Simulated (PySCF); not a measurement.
SMILES O[Si](O)(O)[OH2+] (charge +1), singlet at its B3LYP/def2-SVP optimised geometry (Å):

```
10

O     -1.1618    -1.5783    -1.3736
Si    -0.7315    -0.8621     0.0000
O     -0.8059    -1.6692     1.3955
O     -1.0332     0.7193     0.0000
O      1.1137    -0.8621     0.0000
H     -1.2558    -2.5313    -1.5083
H     -1.5388    -1.6521     2.0259
H     -1.6363     1.1508    -0.6216
H      1.6363    -0.1892    -0.4763
H      1.5685    -1.1508     0.8157
```

Computed with PySCF with B3LYP/def2-TZVP. Cells within 0.4 Å of a nucleus heavier than hydrogen are left out (blank, or x).

Map of the log10 of the electron density (e/bohr³), floored at −4 on the plane z = 1.5 Å:

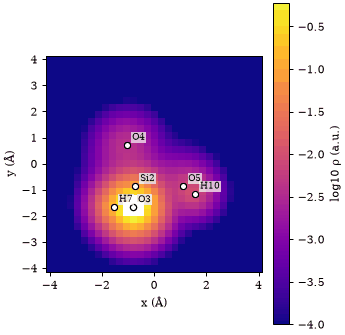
Log10 of the electron density (e/bohr³), floored at −4 on the plane z = 1.5 Å.
